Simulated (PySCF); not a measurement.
**F3Mn, quintet: what the electrons do**

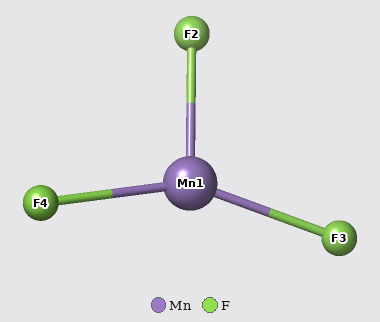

The molecule, with its atoms numbered as below. No frequency check shows the geometry to be a minimum.

Geometry (Å), atoms numbered from 1:

```
Mn1      0.0028    0.1514    0.0000
F2      -0.0168   -1.5851    0.0000
F3      -1.6231    0.5924    0.0000
F4       1.6320    0.5722    0.0000
```

## 1. Bonding charge

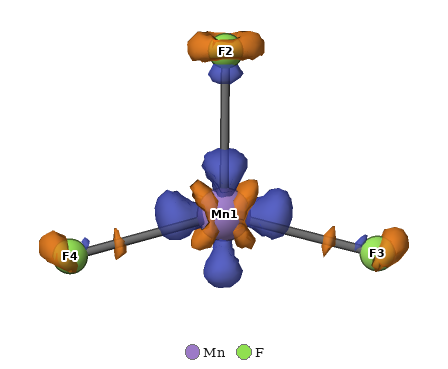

Deformation density (molecule less spherical, spin-averaged free atoms at the same positions), surfaces at ±0.3 e/Å³; orange: gain, blue: loss.

PySCF calculation, PBE0/def2-TZVP, gas phase; geometry: GFN2-xTB. This is a single-reference result, which may miss multireference character in this system. The stability of the open-shell solution wasn't checked. GFN2-xTB doesn't know the spin state, so this open-shell geometry is rough.

Q: How much density has each bond gained at its critical point, relative to the free atoms?

A: Mn1–F2: +0.03 e/Å³ at the bond critical point (bond length 1.74 Å, Mayer order 0.9); up to 0.6 Å beside the axis the gain reaches +0.25 e/Å³. Mn1–F4: +0.02 e/Å³ at the bond critical point (bond length 1.68 Å, Mayer order 0.8); up to 0.6 Å beside the axis the gain reaches +0.32 e/Å³. Mn1–F3: +0.02 e/Å³ at the bond critical point (bond length 1.69 Å, Mayer order 0.8); up to 0.6 Å beside the axis the gain reaches +0.32 e/Å³. In all, 1.2 electrons gather in the regions of gain relative to the promolecule. A small or negative value marks a very polar bond, one between electron-rich atoms, whose free-atom densities already overlap strongly, a long bond to a heavier atom, or a closed-shell contact such as a hydrogen bond.

Q: Where do the Hirshfeld charges lie?

A: The highest Hirshfeld charge is on Mn1 (+0.89 e), the lowest on F3 and F4 (−0.30 e).

```json
{"atom": "Mn1", "charge (e)": "+0.89"}
{"atom": "F2", "charge (e)": "−0.29"}
{"atom": "F3", "charge (e)": "−0.30"}
{"atom": "F4", "charge (e)": "−0.30"}
```

## 2. Electrostatic potential

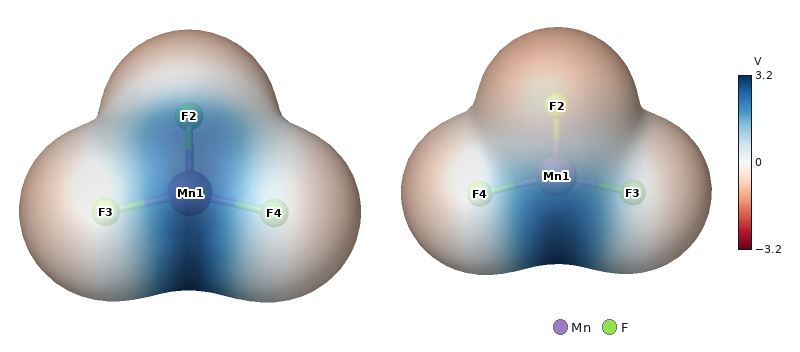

Electrostatic potential on the surface of electron density 0.001 a.u. (back view left, front view right).

Q: Where are the extremes of the potential on the surface?

A: Highest: 3.18 V, 1.9 Å from Mn1. Lowest: −0.97 V, 1.7 Å from F2. Further minima include −0.83 V, 1.7 Å from F3. The surface is sampled at points, so like sites can differ by a few per cent and only the strongest of them is named.

## 3. Spin density

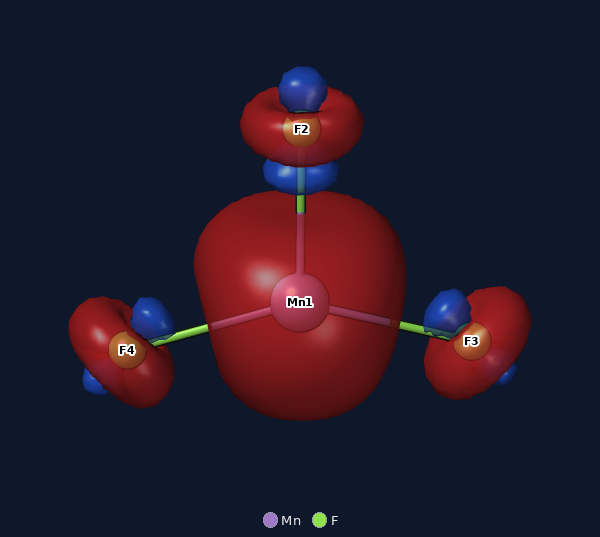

Spin density ρα − ρβ at ±0.05 e/Å³ (red: excess α, blue: excess β).

Q: Where is the unpaired spin?

A: Hirshfeld spin populations: Mn1 +3.69, F3 and F4 +0.12 and F2 +0.08. ⟨S²⟩ = 6.03, against 6.00 for a pure state. The picture also shows regions of β spin from spin polarisation; the Hirshfeld sums, whose atoms overlap, net them against the α spin of neighbours.

## 4. In an electric field

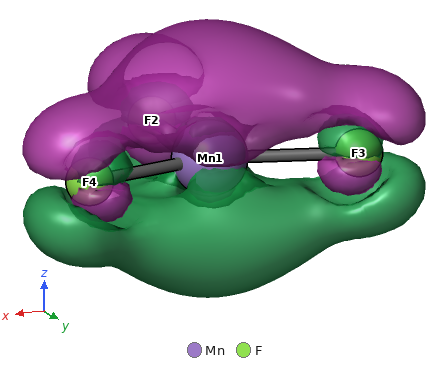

Change of the electron density in a uniform field of 0.26 V/Å, surfaces at ±0.001 e/Å³ (green: gain, purple: loss).

PySCF calculation, ωB97X/def2-SVP, gas phase; geometry: GFN2-xTB. This is a single-reference result, which may miss multireference character in this system. A basis without diffuse functions makes polarisabilities too small. The stability of the open-shell solution wasn't checked. GFN2-xTB doesn't know the spin state, so this open-shell geometry is rough.

The field was applied in both directions; the picture shows the one opposite to the script's first.

Q: Along which Cartesian direction does the field point?

A: Along +z: electrons gather on the −z side, against the field.

Q: How large is the response?

A: The induced dipole is 0.15 D (along the field); α along this axis, from the fields in both directions, is 12 bohr³ (1.7 Å³).

The PySCF runs shown took 43 s and 33 s on 1 thread of Arm Neoverse V2 (shared host).
